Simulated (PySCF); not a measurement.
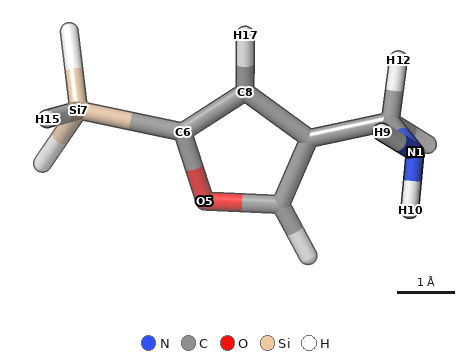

Fig. 1: The input geometry (stick view, seen at a tilt; atoms are numbered from 1 in the order of the input). Bond lengths as drawn: C–C 1.37 to 1.50 Å, C–H 1.07 to 1.09 Å, C–N 1.46 Å, C–O 1.34 to 1.36 Å, C–Si 1.87 Å, H–N 1.02 Å and H–Si 1.46 to 1.47 Å.

**Excited-state calculation of C5H9NOSi**

C5H9NOSi, SMILES NCc1coc([SiH3])c1, computed with TDDFT CAM-B3LYP/def2-SVPD, vertical, gas phase, core orbitals frozen in the response (PySCF 2.14.0).

The geometry comes from this level: GFN2-xTB. It belongs to a series of runs on one base structure; here: H on C replaced by CH2NH2.

Output
```
coarse grid: 14784 points
cycle   1  E = -614.7555672077  dE =  1.387e+00  |g| = 4.918e-01  |ddm| = 7.757e+00
cycle   2  E = -614.7616367871  dE = -6.070e-03  |g| = 5.265e-01  |ddm| = 2.382e+00
cycle   3  E = -614.8123479417  dE = -5.071e-02  |g| = 7.991e-02  |ddm| = 9.720e-01
cycle   4  E = -614.8132113125  dE = -8.634e-04  |g| = 4.475e-02  |ddm| = 1.889e-01
cycle   5  E = -614.8136488645  dE = -4.376e-04  |g| = 1.067e-02  |ddm| = 1.111e-01
cycle   6  E = -614.8136764400  dE = -2.758e-05  |g| = 2.291e-03  |ddm| = 3.217e-02
cycle   7  E = -614.8136778475  dE = -1.408e-06  |g| = 5.090e-04  |ddm| = 6.437e-03
final grid: 138520 points
cycle   8  E = -614.9141818804  dE = -3.529e-05  |g| = 3.527e-03  |ddm| = 1.024e-01
cycle   9  E = -614.9141821398  dE = -2.594e-07  |g| = 3.591e-03  |ddm| = 1.928e-02
cycle  10  E = -614.9141848264  dE = -2.687e-06  |g| = 6.215e-04  |ddm| = 7.761e-03
cycle  11  E = -614.9141848956  dE = -6.922e-08  |g| = 2.243e-04  |ddm| = 1.332e-03
cycle  12  E = -614.9141849062  dE = -1.056e-08  |g| = 7.330e-05  |ddm| = 6.650e-04
cycle  13  E = -614.9141849074  dE = -1.204e-09  |g| = 1.262e-05  |ddm| = 1.574e-04
cycle  14  E = -614.9141849074  dE = -5.025e-11  |g| = 3.285e-06  |ddm| = 7.705e-05
```

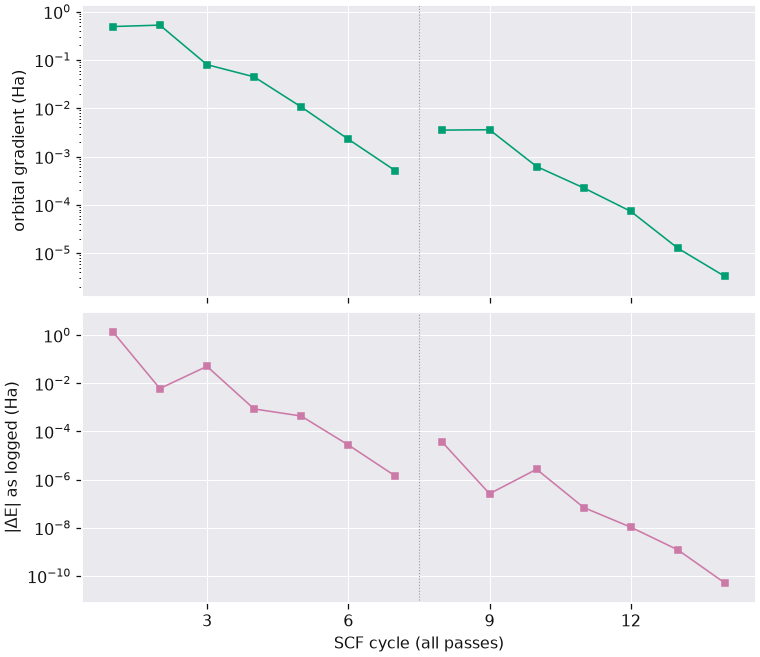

Fig. 2: Convergence of the self-consistent field: orbital gradient and size of the energy change against the SCF cycle. The dotted line marks the change from a coarse to the final integration grid. The first 7 cycles use a coarse grid, the final grid takes over at cycle 8, and the field converges after 14 cycles in all.

```
converged SCF energy = -614.9141849074

Static polarisability (au): isotropic 96.284, principal 73.294 89.904 125.654

Singlet excitations
state   eV       nm        f      main configurations
  1   5.7246    216.6   0.23611   H->L 0.95
  2   6.1837    200.5   0.04752   H->L+1 0.65, H->L+2 0.12
  3   6.4186    193.2   0.06631   H-1->L 0.30, H->L+1 0.17, H-1->L+1 0.16
  4   6.5200    190.2   0.00667   H-1->L 0.35, H->L+2 0.13, H->L+3 0.13
  5   6.7974    182.4   0.03293   H->L+5 0.38, H-1->L 0.18, H-2->L 0.17
  6   6.8926    179.9   0.00868   H->L+4 0.30, H->L+6 0.21, H->L+2 0.15
  7   6.9947    177.3   0.01726   H->L+4 0.19, H->L+3 0.17, H->L+5 0.12
  8   7.1859    172.5   0.00296   H->L+3 0.37, H->L+4 0.20, H->L+2 0.10

Triplet excitations (Tamm-Dancoff, eV): 3.7595 5.1274 5.9737
```

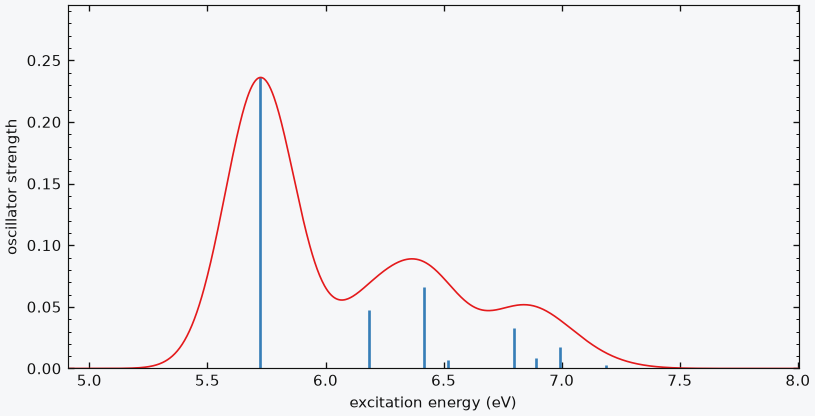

Fig. 3: Computed excitations as sticks (degenerate states added up, dark ones marked on the axis), with a Gaussian envelope of 0.35 eV full width at half maximum, scaled to the tallest. Of the 8 states the lowest lies at 5.72 eV (f = 0.236); the strongest line is at 5.72 eV, or 217 nm (f = 0.236).

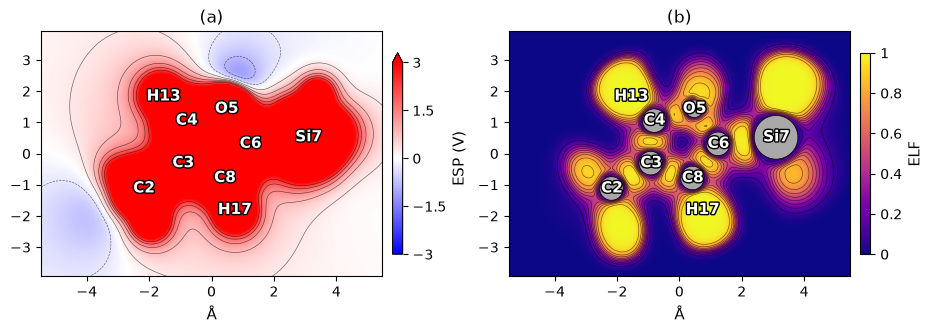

Fig. 4: (a) molecular electrostatic potential; (b) ELF on the plane of atoms O5, C6 and C8. Grey discs, where drawn, cover atomic cores. C–C (1.37 Å): the ELF peaks at about 0.95 between the atoms (a covalent bond). C–Si (1.87 Å): the ELF peaks at about 1 between the atoms (a shared electron pair). C–C (1.42 Å): the ELF peaks at about 0.95 between the atoms (localised, shared-pair bonding).

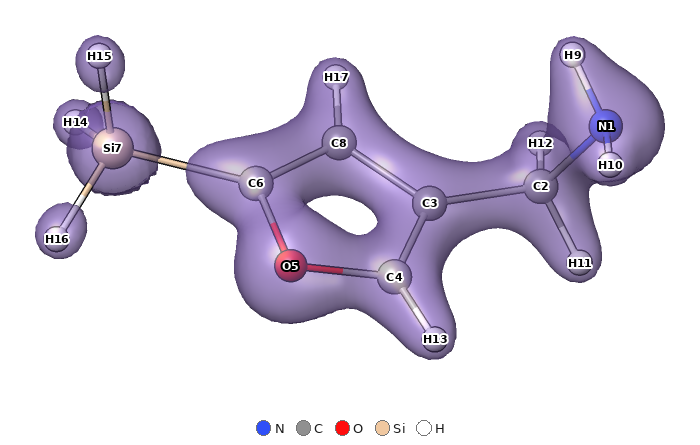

Fig. 5: Isosurface of the total electron density at 1 e/Å³ (purple), seen at a tilt. At this value the surface falls into five separate pieces. It is pinched off along the C–Si (1.87 Å) contacts. On the grid the lowest density along these lines, outside the cores, is 2 e/Å³ (C–O, 1.34 Å), 2.2 e/Å³ (C–C, 1.37 Å), 1.8 e/Å³ (C–N, 1.46 Å) and 0.79 e/Å³ (C–Si, 1.87 Å).

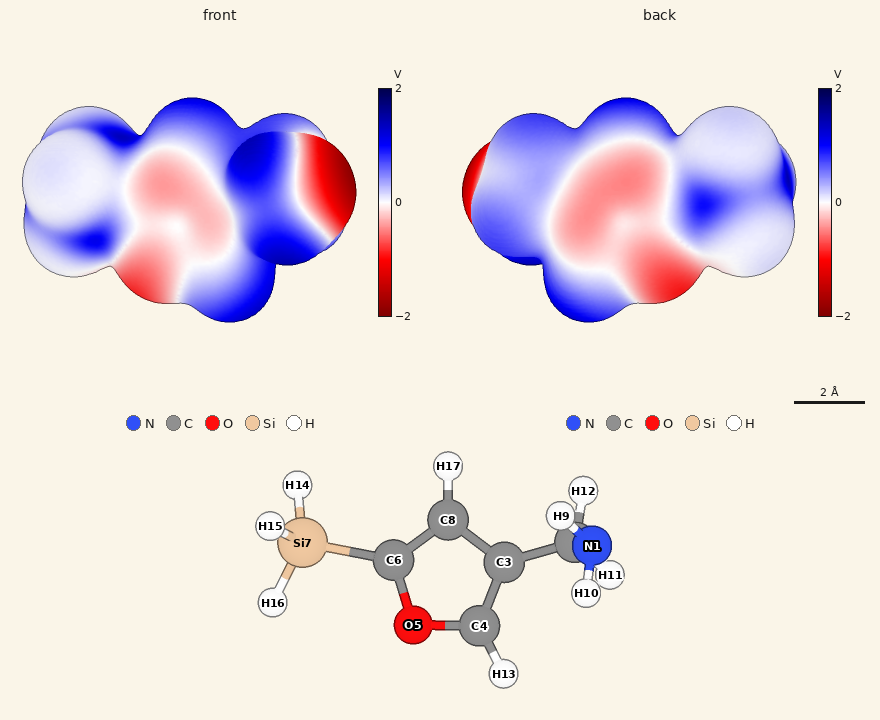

Fig. 6: The electrostatic potential painted on the density surface at 0.002 e/bohr³, seen at a tilt and from behind; red is negative and blue positive. The bare structure is drawn below in the same view. Its dipole moment is 0.45 D.

The run was set up as follows.

Input file
```
{"job": {"kind": "uv", "xc": "CAM-B3LYP", "basis": "def2-SVPD", "nstates": 8, "ntriplets": 3}, "charge": 0, "multiplicity": 1}
N     -3.043437     0.393677     0.340793
C     -2.160707    -0.763526     0.442294
C     -0.729773    -0.465280     0.108414
C     -0.173636    -0.351436    -1.134783
O      1.119879    -0.011402    -1.054153
C      1.433803     0.108169     0.259915
Si     3.191787     0.582682     0.695654
C      0.320067    -0.158426     1.009773
H     -2.717564     1.132991     0.955497
H     -3.029544     0.757585    -0.606778
H     -2.548215    -1.530873    -0.233811
H     -2.225949    -1.138160     1.466966
H     -0.587819    -0.497331    -2.113665
H      3.601442    -0.211074     1.855289
H      3.250070     2.007938     1.035194
H      4.030446     0.302381    -0.466953
H      0.262154    -0.145884     2.079905
```

The first line tells a small driver script what to run in PySCF; the rest is the geometry in Å.

Launch command:
```bash
OMP_NUM_THREADS=1 python <driver script> task.json out
```

Key numbers

```csv
quantity,value
outcome,converged
total energy,−614.914185 hartree
HOMO,−7.83 eV
LUMO,0.72 eV
dipole moment,0.45 D
mean polarisability,96.28 a.u.
lowest singlet excitation,5.72 eV
hardware,"1 CPU thread, shared host"
wall time,83 s
peak memory,1 GiB
```
